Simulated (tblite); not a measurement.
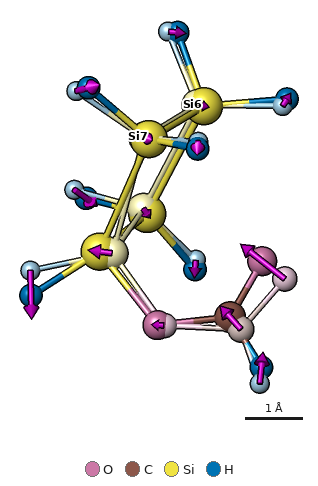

A relaxation of CH₈O₂Si₄. The starting structure is drawn faded, the final one solid; purple arrows show the displacements, 2 times their true length. The two geometries are superimposed by the best rigid fit.

A ball-and-stick model, seen from a free direction.

These are results of tblite, GFN2-xTB geometry optimisation, gas phase, not measurements. 

What did the optimiser do to the structure, and how much energy did it gain?

Answer. An O atom moves most after the best rigid fit: 0.52 Å. Largest moves by element: O 0.52 Å, H 0.48 Å, C 0.30 Å, Si 0.23 Å. Among the contacts that change: Si–Si 2.268 → 2.365 Å, O–Si 1.646 → 1.727 Å, Si–Si 2.290 → 2.367 Å, C–O 1.347 → 1.284 Å. Among the angles between lasting bonds that change: O–Si–H 110.6° → 91.1°, Si–Si–H 112.5° → 129.9°, H–Si–H 111.5° → 102.7°. Over 59 geometry steps the energy falls by 68.9 kJ/mol. Cost: 0.47 s on 1 thread of Arm Neoverse V2, with other jobs on the host.
